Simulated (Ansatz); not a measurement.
**Al$_{4}$P$_{3}$ (charge +1): geometry relaxation (part 2 of 2)**

The same run, continued: Al$_{4}$P$_{3}$, charge +1; RKS PBE-D4/def2-SVP (Ansatz 0.2.0). The geometry: GFN1-xTB start.

Geometry of the input (Å):
```
Al -3.0060  -0.1897  0.0326
Al 1.4207  -1.8461  -0.1145
Al 0.1770  2.3817  -1.8348
Al 1.3435  -0.2949  1.8794
P  -0.9187  -1.2456  0.9270
P  1.5552  0.7512  -0.5241
P  -0.5717  0.4434  -0.3656
```

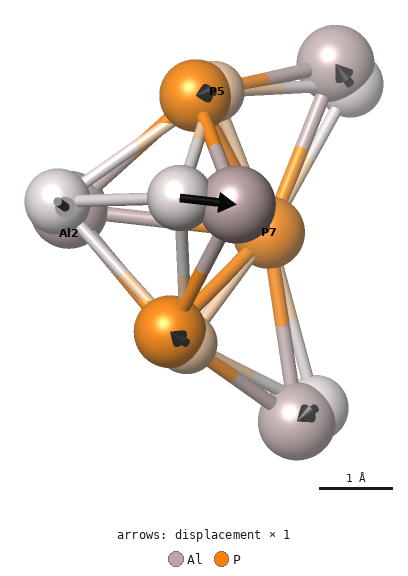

Figure 1. Start (faint) and end (solid) with the displacements as black arrows, at true length (ball-and-stick view, seen at a tilt). The two geometries are laid on each other by the best rigid fit. The largest moves after the best rigid fit, 0.79 Å, are those of Al2 and Al4. By element the largest moves are Al 0.79 Å, P 0.34 Å. Among the contacts that change: Al2–Al4 2.527 → 3.461 Å, Al2–P7 3.045 → 2.760 Å, Al4–P7 3.042 → 2.761 Å, Al2–P5 2.630 → 2.450 Å. Bonds break: Al2–Al4 (2.53 → 3.46 Å). Among the angles that change: Al2–P6–Al4 57.4° → 89.9°, Al3–P6–Al4 133.9° → 115.4°, Al2–P6–Al3 134.1° → 115.7°. The energy falls by 58.9 kJ/mol in 11 geometry steps. Largest force component: 0.54 eV/Å at the start, 0.011 eV/Å at the end. The line search rejected the trial step at point 6 (counted from 0) and went back. (Atoms are counted from 1 in the order of the input.)

```
Total energy: -54205.21342108 eV, -1992.0048516114 hartree
Atom 0 at    -2.952877    -0.491756     0.274181 Å, force    -0.000241     0.002171    -0.003786 eV/Å
Atom 1 at     0.993674    -1.788579    -0.767552 Å, force     0.001101     0.000023     0.002173 eV/Å
Atom 2 at     0.564154     2.347657    -1.790600 Å, force    -0.003726    -0.000612    -0.001608 eV/Å
Atom 3 at     0.882528     0.334354     1.963557 Å, force     0.001263    -0.000650     0.001275 eV/Å
Atom 4 at    -0.615014    -1.360675     1.029797 Å, force     0.000849    -0.009937     0.004818 eV/Å
Atom 5 at     1.707288     0.514334    -0.333165 Å, force     0.011031    -0.001667    -0.001291 eV/Å
Atom 6 at    -0.579751     0.444684    -0.376218 Å, force    -0.010277     0.010672    -0.001582 eV/Å
Dipole moment:    -0.186430     0.147755    -0.114082 e Å
Checks for a lower state left out: stability, starts, cluster_reference, orbital_swaps, neighbouring_geometries, increment
```

## Trajectory as extended XYZ (Å, eV, eV/Å), 12 frames, from step=1 to step=12
```
7
Properties=species:S:1:pos:R:3:forces:R:3 step=1 energy=-54204.60263
Al   -3.0060   -0.1897    0.0326   -0.3689   0.1023  -0.0933
Al    1.4207   -1.8461   -0.1145    0.0419  -0.3620  -0.4261
Al    0.1770    2.3817   -1.8348   -0.1335   0.2915  -0.2304
Al    1.3435   -0.2949    1.8794    0.0074   0.3215   0.4533
P    -0.9187   -1.2456    0.9270    0.5427  -0.3362   0.2869
P     1.5552    0.7512   -0.5241    0.4383  -0.4180   0.3451
P    -0.5717    0.4434   -0.3656   -0.5279   0.4008  -0.3355
7
Properties=species:S:1:pos:R:3:forces:R:3 step=2 energy=-54204.70652
Al   -3.0496   -0.1974    0.0366   -0.0484  -0.0999   0.0754
Al    1.4517   -1.8996   -0.1357   -0.1232   0.0072  -0.2015
Al    0.1860    2.4165   -1.8618    0.1271   0.0411  -0.0269
Al    1.3717   -0.2877    1.9376   -0.1326   0.1914   0.0380
P    -0.8598   -1.2247    0.9142    0.0738  -0.2099   0.1665
P     1.5301    0.7048   -0.4879    0.2676  -0.0531   0.0513
P    -0.6302    0.4882   -0.4030   -0.1643   0.1232  -0.1027
7
Properties=species:S:1:pos:R:3:forces:R:3 step=3 energy=-54204.76510
Al   -3.0610   -0.2496    0.0763    0.0250  -0.0701   0.0553
Al    1.4073   -1.8984   -0.2104   -0.1306   0.0489  -0.1580
Al    0.2519    2.4264   -1.8674    0.0899  -0.0184   0.0176
Al    1.3241   -0.2176    1.9532   -0.1369   0.1595  -0.0111
P    -0.8429   -1.2509    0.9360    0.1743   0.1192  -0.0861
P     1.5638    0.6922   -0.4765   -0.1477  -0.1409   0.1007
P    -0.6431    0.4979   -0.4112    0.1260  -0.0983   0.0816
7
Properties=species:S:1:pos:R:3:forces:R:3 step=4 energy=-54204.89434
Al   -3.0525   -0.3336    0.1421    0.0110  -0.0343   0.0268
Al    1.3133   -1.9050   -0.3815   -0.1696   0.0016  -0.2885
Al    0.3589    2.4212   -1.8596    0.0431  -0.0085   0.0077
Al    1.2211   -0.0580    1.9986   -0.1846   0.2722   0.0632
P    -0.7905   -1.2711    0.9539    0.2538   0.1024  -0.0690
P     1.5903    0.6512   -0.4439   -0.1237  -0.2032   0.1512
P    -0.6405    0.4952   -0.4097    0.1701  -0.1303   0.1086
7
Properties=species:S:1:pos:R:3:forces:R:3 step=5 energy=-54205.07479
Al   -3.0332   -0.3863    0.1838    0.0327  -0.0492   0.0391
Al    1.2255   -1.9229   -0.5566   -0.1505  -0.0203  -0.2840
Al    0.4262    2.4070   -1.8463    0.0618  -0.0254   0.0214
Al    1.1240    0.1033    2.0557   -0.1645   0.2639   0.0842
P    -0.7368   -1.2940    0.9741    0.2547   0.1308  -0.0919
P     1.6205    0.6093   -0.4102   -0.1600  -0.2044   0.1517
P    -0.6261    0.4838   -0.4005    0.1259  -0.0953   0.0794
7
Properties=species:S:1:pos:R:3:forces:R:3 step=6 energy=-54205.14984
Al   -3.0137   -0.4463    0.2310    0.1109  -0.0740   0.0612
Al    1.1349   -1.9376   -0.7319   -0.1545   0.3199   0.1791
Al    0.5026    2.3927   -1.8325    0.0942  -0.0868   0.0702
Al    1.0244    0.2653    2.1095   -0.1322  -0.0981  -0.3599
P    -0.6752   -1.3135    0.9919    0.1201   0.2336  -0.1783
P     1.6464    0.5611   -0.3717   -0.2935  -0.1003   0.0661
P    -0.6194    0.4783   -0.3962    0.2549  -0.1943   0.1616
7
Properties=species:S:1:pos:R:3:forces:R:3 step=7 energy=-54204.69086 accepted=F
Al   -2.8859   -0.3279    0.1456   -0.5848  -0.1262   0.0748
Al    1.1188   -1.9472   -0.7697    0.0299   0.0617   0.1266
Al    0.3551    2.2896   -1.7570    0.1501   0.4675  -0.3572
Al    1.0049    0.3023    2.1267    0.0390  -0.1146  -0.0891
P    -0.6455   -1.2411    0.9335   -0.4059  -2.1094   1.6272
P     1.5549    0.5350   -0.3572    2.6632   0.3647  -0.1767
P    -0.5022    0.3892   -0.3219   -1.8915   1.4564  -1.2056
7
Properties=species:S:1:pos:R:3:forces:R:3 step=8 energy=-54205.17688
Al   -2.9929   -0.4872    0.2619    0.0013   0.0052  -0.0036
Al    1.0659   -1.8831   -0.7742   -0.0469   0.1896   0.1820
Al    0.5535    2.3762   -1.8196   -0.0070  -0.0007   0.0005
Al    0.9561    0.3168    2.0642   -0.0271  -0.1307  -0.2260
P    -0.6659   -1.3339    1.0078    0.2826   0.1791  -0.1276
P     1.6725    0.5541   -0.3653   -0.2203  -0.2269   0.1686
P    -0.5893    0.4572   -0.3747    0.0174  -0.0155   0.0061
7
Properties=species:S:1:pos:R:3:forces:R:3 step=9 energy=-54205.19175
Al   -2.9900   -0.4883    0.2622   -0.0283   0.0163  -0.0132
Al    1.0664   -1.8657   -0.7492   -0.0471   0.1157   0.0787
Al    0.5544    2.3735   -1.8182   -0.0211   0.0227  -0.0179
Al    0.9594    0.2965    2.0420   -0.0364  -0.0492  -0.1295
P    -0.6641   -1.3272    1.0027    0.2496   0.0601  -0.0367
P     1.6643    0.5527   -0.3643   -0.0708  -0.1988   0.1515
P    -0.5905    0.4585   -0.3753   -0.0458   0.0332  -0.0330
7
Properties=species:S:1:pos:R:3:forces:R:3 step=10 energy=-54205.20693
Al   -2.9671   -0.4948    0.2698   -0.0153   0.0090  -0.0080
Al    1.0167   -1.8203   -0.7721   -0.0085   0.0733   0.0868
Al    0.5640    2.3558   -1.8030   -0.0118   0.0131  -0.0109
Al    0.9155    0.3264    2.0086   -0.0283  -0.0614  -0.1329
P    -0.6340   -1.3444    1.0191    0.1244   0.0322  -0.0231
P     1.6880    0.5303   -0.3437   -0.0398  -0.1007   0.0738
P    -0.5830    0.4470   -0.3788   -0.0206   0.0344   0.0143
7
Properties=species:S:1:pos:R:3:forces:R:3 step=11 energy=-54205.21235
Al   -2.9490   -0.4938    0.2767   -0.0058   0.0027  -0.0043
Al    0.9853   -1.7788   -0.7684    0.0185  -0.0444  -0.0300
Al    0.5672    2.3449   -1.7877   -0.0040   0.0038  -0.0049
Al    0.8744    0.3370    1.9535    0.0126   0.0228   0.0527
P    -0.6091   -1.3610    1.0308   -0.0522  -0.0703   0.0464
P     1.7083    0.5100   -0.3290    0.0842   0.0400  -0.0343
P    -0.5770    0.4417   -0.3759   -0.0534   0.0455  -0.0257
7
Properties=species:S:1:pos:R:3:forces:R:3 step=12 energy=-54205.21338
Al   -2.9529   -0.4918    0.2742   -0.0002   0.0022  -0.0038
Al    0.9937   -1.7886   -0.7676    0.0011   0.0000   0.0022
Al    0.5642    2.3477   -1.7906   -0.0037  -0.0006  -0.0016
Al    0.8825    0.3344    1.9636    0.0013  -0.0006   0.0013
P    -0.6150   -1.3607    1.0298    0.0008  -0.0099   0.0048
P     1.7073    0.5143   -0.3332    0.0110  -0.0017  -0.0013
P    -0.5798    0.4447   -0.3762   -0.0103   0.0107  -0.0016
```

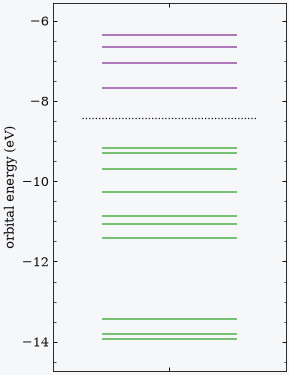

Figure 2. Orbital energies near the frontier; the dotted line parts filled from empty levels, and levels within 0.02 eV of each other stand side by side. Highest filled −9.17 eV, lowest empty −7.68 eV, 1.49 eV apart.

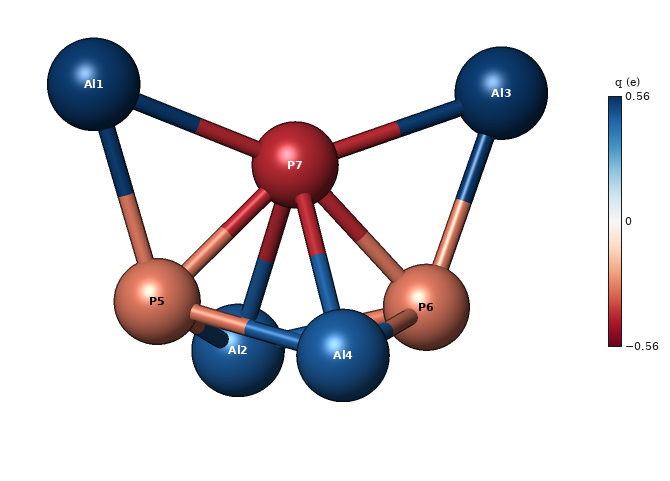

Figure 3. Mulliken charges, as the colour of each atom (ball-and-stick view, seen at a tilt; atoms are numbered from 1 in the order of the input; Mulliken charges depend strongly on the basis). By element: Al +0.47 to +0.53 and P −0.42 to −0.29 e.
